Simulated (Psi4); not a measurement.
# triplet CH3Al at 3 levels

Aim: a comparison of 3 runs (UB2PLYP/cc-pVTZ, UBHLYP/cc-pVTZ, UCAM-B3LYP/cc-pVTZ) of triplet CH3Al. 

The results are computed with Psi4 1.11.

2 further runs of the same task are left out: 2 that didn't finish.

### 1 Starting point

The species is CH3Al (5 atoms), meant as a triplet with charge 0. SMILES of the parent species: `C[Al]`. The shape is that of a PBE0-D4/def2-TZVP optimisation. That shape belongs to the parent species and isn't relaxed for this state.

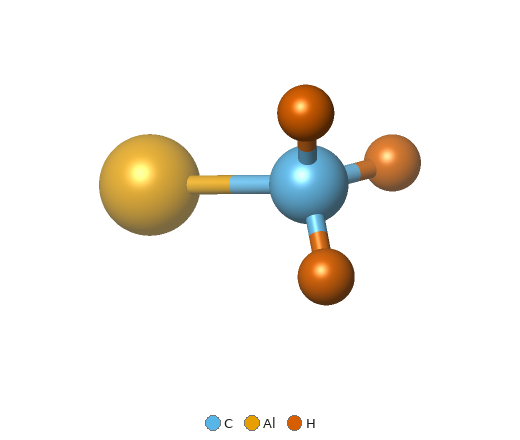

The structure, seen from a chosen angle (carbon blue, aluminium amber, hydrogen orange).

### 2 The energy at UB2PLYP/cc-pVTZ (density fitting for correlation) (run 1)

ch3al.dat reads:

```
memory 2200 MB

molecule {
  0 3
  C     -0.131220    -0.057510     0.054000
  Al     1.572690     0.689240    -0.647230
  H     -0.230740    -1.127460    -0.171770
  H     -0.205100     0.049890     1.144270
  H     -1.005630     0.445840    -0.379270
  units angstrom
  symmetry c1
}

set reference uks
set puream true
set e_convergence 1e-09
set d_convergence 1e-08
set scf_type pk
set dft_radial_points 99
set dft_spherical_points 590
set num_frozen_docc 6
set maxiter 100

E = energy("b2plyp/cc-pVTZ")
print_variables()
```

Started as:

```bash
$ psi4 ch3al.dat ch3al.out -n 1
```

ch3al.out:

```text
[...]
  Running in c1 symmetry.
[...]
  Nuclear repulsion =   38.261471693784713
[...]
  Multiplicity = 3
[...]
  Nalpha       = 12
  Nbeta        = 10
[...]
    Number of basis functions: 106
[...]
   @UKS iter   1:  -281.80917398653725   -3.83390e-01   5.95383e-03 ADIIS/DIIS
[...]
   @UKS iter  12:  -282.02408876656955   -1.46088e-11   7.93655e-09 DIIS
[...]
   @S^2 Observed:                2.006076263E+00
[...]
  @UKS Final Energy:  -282.02408876656955
   => Energetics <=
    Nuclear Repulsion Energy =             38.2614716937847135
    One-Electron Energy =                -465.5071407387977160
    Two-Electron Energy =                 157.2266965705763653
    DFT Exchange-Correlation Energy =     -12.0051162921329393
    Empirical Dispersion Energy =           0.0000000000000000
    VV10 Nonlocal Energy =                  0.0000000000000000
    Total Energy =                       -282.0240887665695482
[...]
 Multipole Moments:
 ------------------------------------------------------------------------------------
     Multipole            Electronic (a.u.)      Nuclear  (a.u.)        Total (a.u.)
 ------------------------------------------------------------------------------------
 L = 1.  Multiply by 2.5417464519 to convert [e a0] to [Debye]
 Dipole X            :          4.3973381           -4.5782441           -0.1809060
 Dipole Y            :          1.9123907           -2.0064375           -0.0940468
 Dipole Z            :         -1.8196441            1.8841495            0.0645054
 Magnitude           :                                                    0.2138521
[...]
```

Wall time 35 s (1 thread of Intel Xeon Platinum 8259CL at 2.50GHz (Skylake/Cascade Lake), shared host); peak memory 1.1 GiB.

### 3 Energy and gradient at UBHLYP/cc-pVTZ (run 2)

input.inp reads:

```
memory 2200 MB

molecule {
  0 3
  C
  Al 1 r2
  H 1 r3 2 a3
  H 1 r4 3 a4 2 d4
  H 1 r5 3 a5 4 d5

  r2 = 1.988132
  r3 = 1.09803
  a3 = 111.78686
  r4 = 1.098035
  a4 = 107.05989
  d4 = -122.7344
  r5 = 1.098033
  a5 = 107.06034
  d5 = -114.53073
  symmetry c1
}

set globals {
  basis                cc-pVTZ
  reference            uks
  puream               true
  e_convergence        1e-09
  d_convergence        1e-08
  scf_type             pk
  dft_radial_points    99
  dft_spherical_points 590
  maxiter              100
}

energy_value, wavefunction = gradient('bhhlyp', return_wfn=True)
oeprop(wavefunction, 'MULLIKEN_CHARGES', 'MAYER_INDICES', 'LOWDIN_CHARGES')
```

Started as:

```bash
$ psi4 input.inp input.out -n 1
```

input.out:

```text
[...]
  Running in c1 symmetry.
[...]
  Nuclear repulsion =   38.261471409279508
[...]
  Multiplicity = 3
[...]
  Nalpha       = 12
  Nbeta        = 10
[...]
    Number of basis functions: 106
[...]
   @UKS iter   1:  -281.99987280933880   -3.60911e-01   6.17345e-03 ADIIS/DIIS
[...]
   @UKS iter  12:  -282.22952278587627   -9.49285e-12   5.74745e-09 DIIS
[...]
   @S^2 Observed:                2.005801004E+00
[...]
  @UKS Final Energy:  -282.22952278587627
   => Energetics <=
    Nuclear Repulsion Energy =             38.2614714092795083
    One-Electron Energy =                -465.5705670746268652
    Two-Electron Energy =                 158.0226020947766870
    DFT Exchange-Correlation Energy =     -12.9430292153056605
    Empirical Dispersion Energy =           0.0000000000000000
    VV10 Nonlocal Energy =                  0.0000000000000000
    Total Energy =                       -282.2295227858763269
[...]
  -Total Gradient:
     Atom            X                  Y                   Z
    ------   -----------------  -----------------  -----------------
       1        0.001613612206    -0.005435336513     0.023669483700
       2       -0.000421991059     0.001420191252    -0.001865364410
       3       -0.000501298413     0.007900857381    -0.006491799510
       4        0.005924374794    -0.002033130474    -0.007856185323
       5       -0.006614707341    -0.001852566268    -0.007456045436
[...]
```

Wall time 56 s (1 thread of Intel Xeon Platinum 8259CL at 2.50GHz (Skylake/Cascade Lake), shared host); peak memory 1.1 GiB.

### 4 Energy and forces at UCAM-B3LYP/cc-pVTZ (run 3)

ch3al.json reads:

```json
{
  "schema_name": "qcschema_input",
  "schema_version": 1,
  "molecule": {
    "schema_name": "qcschema_molecule",
    "schema_version": 2,
    "symbols": ["C", "Al", "H", "H", "H"],
    "geometry": [-0.24796986, -0.10867815, 0.10204521, 2.97195338, 1.30247483, -1.22308744, -0.43603541, -2.13059062, -0.32459826, -0.38758283, 0.09427844, 2.16235691, -1.90036528, 0.8425155, -0.71671643],
    "molecular_charge": 0,
    "molecular_multiplicity": 3,
    "fix_symmetry": "c1",
    "fix_com": true,
    "fix_orientation": true
  },
  "driver": "gradient",
  "model": {
    "method": "cam-b3lyp",
    "basis": "cc-pVTZ"
  },
  "keywords": {
    "reference": "uks",
    "puream": true,
    "e_convergence": 1e-09,
    "d_convergence": 1e-08,
    "scf_type": "pk",
    "dft_radial_points": 99,
    "dft_spherical_points": 590,
    "maxiter": 100,
    "scf_properties": ["MAYER_INDICES", "WIBERG_LOWDIN_INDICES", "LOWDIN_CHARGES"]
  }
}
```

Started as:

```bash
$ psi4 --qcschema ch3al.json -n 1 --memory 2200MB
```

stdout:

```text
[...]
  Running in c1 symmetry.
[...]
  Nuclear repulsion =   38.261471716125293
[...]
  Multiplicity = 3
[...]
  Nalpha       = 12
  Nbeta        = 10
[...]
    Number of basis functions: 106
[...]
   @UKS iter   1:  -281.97463820403760   -3.49094e-01   6.64892e-03 ADIIS/DIIS
[...]
   @UKS iter  12:  -282.22999490776232   -2.25100e-11   6.32249e-09 DIIS
[...]
   @S^2 Observed:                2.004183991E+00
[...]
  @UKS Final Energy:  -282.22999490776232
   => Energetics <=
    Nuclear Repulsion Energy =             38.2614717161252926
    One-Electron Energy =                -465.5266294893735903
    Two-Electron Energy =                 163.7914928755111248
    DFT Exchange-Correlation Energy =     -18.7563300100251773
    Empirical Dispersion Energy =           0.0000000000000000
    VV10 Nonlocal Energy =                  0.0000000000000000
    Total Energy =                       -282.2299949077623751
[...]
  -Total Gradient:
     Atom            X                  Y                   Z
    ------   -----------------  -----------------  -----------------
       1        0.015330128383     0.011372680064    -0.003021119619
       2       -0.001049720917    -0.001674510236    -0.000426726349
       3       -0.003444565373    -0.005556595441    -0.000299009750
       4       -0.004184081719    -0.002769161885     0.004756512697
       5       -0.006651633885    -0.001372319103    -0.001009721194
[...]
```

The result, in JSON:

```text
{
 "driver": "gradient",
 "model": {
  "method": "cam-b3lyp",
  "basis": "cc-pVTZ"
 },
 "success": true,
 "return_result": [0.015330128383441041, 0.011372680063515092, -0.0030211196187080527, -0.001049720916842592, -0.0016745102360108954, -0.0004267263491996645, -0.0034445653731082666, -0.005556595440886963, -0.0002990097496088119, -0.004184081719164037, -0.0027691618851862464, 0.004756512697373649, -0.0066516338848567474, -0.0013723191030995674, -0.001009721194040629],
 "properties": {
  "calcinfo_nbasis": 106,
  "calcinfo_nmo": 106,
  "calcinfo_nalpha": 12,
  "calcinfo_nbeta": 10,
  "calcinfo_natom": 5,
  "nuclear_repulsion_energy": 38.26147171612529,
  "return_energy": -282.2299949077623,
  "return_gradient": [0.015330128383441041, 0.011372680063515092, -0.0030211196187080527, -0.001049720916842592, -0.0016745102360108954, -0.0004267263491996645, -0.0034445653731082666, -0.005556595440886963, -0.0002990097496088119, -0.004184081719164037, -0.0027691618851862464, 0.004756512697373649, -0.0066516338848567474, -0.0013723191030995674, -0.001009721194040629],
  "scf_one_electron_energy": -465.5266294893736,
  "scf_two_electron_energy": 163.79149287551112,
  "scf_xc_energy": -18.756330010025177,
  "scf_dipole_moment": [-0.20390812113586065, -0.10361661538956746, 0.07400899424250795],
  "scf_total_energy": -282.2299949077623,
  "scf_total_gradient": [0.015330128383441041, 0.011372680063515092, -0.0030211196187080527, -0.001049720916842592, -0.0016745102360108954, -0.0004267263491996645, -0.0034445653731082666, -0.005556595440886963, -0.0002990097496088119, -0.004184081719164037, -0.0027691618851862464, 0.004756512697373649, -0.0066516338848567474, -0.0013723191030995674, -0.001009721194040629],
  "scf_iterations": 12
 }
}
```

Run time: 79 s. Hardware: 1 thread of Intel Xeon Platinum 8259CL at 2.50GHz (Skylake/Cascade Lake), shared host; peak memory 1.2 GiB.

### 5 All runs side by side

```csv
run,level,task,fitting correlation,energy (Eh),HOMO energy (eV),LUMO energy (eV),⟨S²⟩,wall time
1,UB2PLYP/cc-pVTZ (density fitting for correlation),energy,density fitting,-282.096700,-4.43,-2.13,2.006,35 s
2,UBHLYP/cc-pVTZ,gradient,–,-282.229523,-4.35,-2.62,2.006,56 s
3,UCAM-B3LYP/cc-pVTZ,gradient,–,-282.229995,-4.74,-2.51,2.004,79 s
```

### 6 Results

| quantity | value |
| --- | --- |
| run 3: total energy | -282.22999 Eh |
| run 3: dipole moment | 0.61 D |
| run 3: HOMO energy (highest over α and β) | -4.74 eV |
| run 3: LUMO energy (lowest over α and β) | -2.51 eV |
| run 3: ⟨S²⟩ | 2.004 |
| run 3: largest force on an atom | 0.994 eV/Å |

In words: Totals of different functionals can't be ranked against each other. All runs together took 2.8 min, the longest 79 s.
